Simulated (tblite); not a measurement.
**Run report: H2O, geometry relaxation**

System: H2O, SMILES O.
Method: GFN2-xTB geometry optimisation, gas phase (tblite 0.8.0).

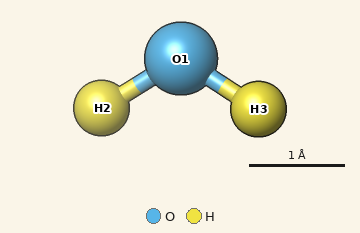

Fig. 1: The starting structure (ball-and-stick view, seen at an oblique angle; atoms are numbered from 1 in the order of the input). Bond lengths as drawn: H–O 0.99 to 1.01 Å.

## Results in brief

- outcome: converged
- total energy: −137.9765 eV
- hardware: 1 CPU thread, shared host
- peak memory: 0.18 GiB

## Input
```
{"job": {"xc": "GFN2-xTB", "basis": "xTB", "kind": "relax"}, "charge": 0, "multiplicity": 1}
O      0.028000     0.347800    -0.010600
H     -0.843100    -0.164200    -0.046000
H      0.861000    -0.193700     0.006400
```

The first line tells a small driver script what to run in tblite; the rest is the geometry in Å.

Run as:
```bash
OMP_NUM_THREADS=1 python <driver script> task.json out
```

## Log
```
step      E/eV     max force
  0    -137.83132    2.266
  1    -137.91919    0.928
  2    -137.94885    0.893
  3    -137.96994    0.601
  4    -137.97650    0.043
  5    -137.97654    0.012
  6    -137.97654    0.003
```

## Trajectory as extended XYZ (Å, eV, eV/Å), 7 frames, from step=0 to step=6
```
3
Properties=species:S:1:pos:R:3:forces:R:3 step=0 energy=-137.83132
O     0.0280    0.3478   -0.0106   -0.4900  -0.8400  -0.0290
H    -0.8431   -0.1642   -0.0460    2.2020   0.5280   0.0770
H     0.8610   -0.1937    0.0064   -1.7120   0.3120  -0.0480
3
Properties=species:S:1:pos:R:3:forces:R:3 step=1 energy=-137.91919
O     0.0210    0.3358   -0.0110    0.0830   0.3800   0.0090
H    -0.8116   -0.1566   -0.0449    0.8320  -0.2310   0.0220
H     0.8366   -0.1893    0.0057   -0.9150  -0.1490  -0.0310
3
Properties=species:S:1:pos:R:3:forces:R:3 step=2 energy=-137.94885
O     0.0214    0.3413   -0.0109    0.0740   0.8900   0.0170
H    -0.7880   -0.1600   -0.0443    0.1010  -0.4670  -0.0050
H     0.8126   -0.1915    0.0049   -0.1750  -0.4240  -0.0120
3
Properties=species:S:1:pos:R:3:forces:R:3 step=3 energy=-137.96994
O     0.0215    0.3594   -0.0106    0.0910   0.5940   0.0130
H    -0.7691   -0.1693   -0.0438   -0.1370  -0.3230  -0.0100
H     0.7936   -0.2002    0.0042    0.0460  -0.2700  -0.0030
3
Properties=species:S:1:pos:R:3:forces:R:3 step=4 energy=-137.97650
O     0.0227    0.3766   -0.0103   -0.0280   0.0020  -0.0010
H    -0.7588   -0.1785   -0.0436   -0.0130   0.0100   0.0000
H     0.7820   -0.2082    0.0037    0.0410  -0.0120   0.0010
3
Properties=species:S:1:pos:R:3:forces:R:3 step=5 energy=-137.97654
O     0.0224    0.3759   -0.0103    0.0120   0.0030   0.0000
H    -0.7598   -0.1780   -0.0437   -0.0100  -0.0060   0.0000
H     0.7833   -0.2080    0.0037   -0.0020   0.0030   0.0000
3
Properties=species:S:1:pos:R:3:forces:R:3 step=6 energy=-137.97654
O     0.0225    0.3758   -0.0103   -0.0030   0.0010   0.0000
H    -0.7600   -0.1780   -0.0437    0.0010   0.0000   0.0000
H     0.7834   -0.2079    0.0037    0.0010  -0.0020   0.0000
```

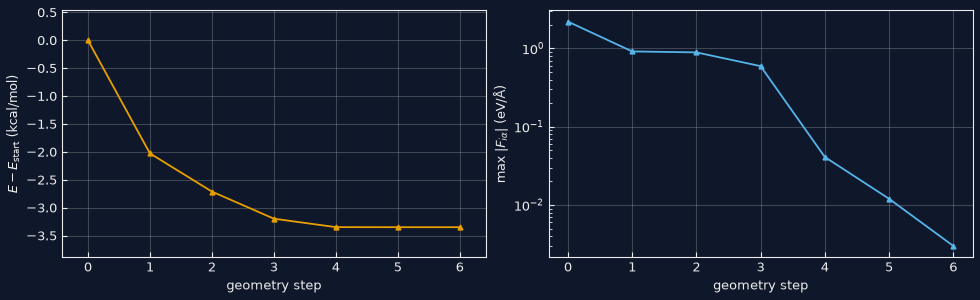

Fig. 2: Progress of the relaxation, step by step (steps are counted from 0).

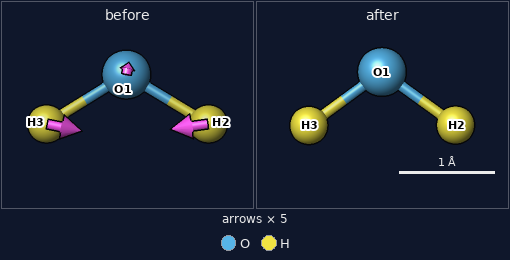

Fig. 3: Before (left) and after (right) the relaxation, at one scale (ball-and-stick view, seen at a tilt). The pink arrows give the displacements, magnified 5 times. Over 6 geometry steps the energy falls by 3.35 kcal/mol. Largest force component: 2.2 eV/Å at the start, 0.003 eV/Å at the end. H2 moves most after the best rigid fit: 0.084 Å. Largest moves by element: H 0.084 Å, O 0.028 Å. Among the contacts that change: O1–H2 1.011 → 0.959 Å, O1–H3 0.994 → 0.959 Å. Among the angles that change: H2–O1–H3 116.5° → 107.2°. (Atoms are counted from 1 in the order of the input.)
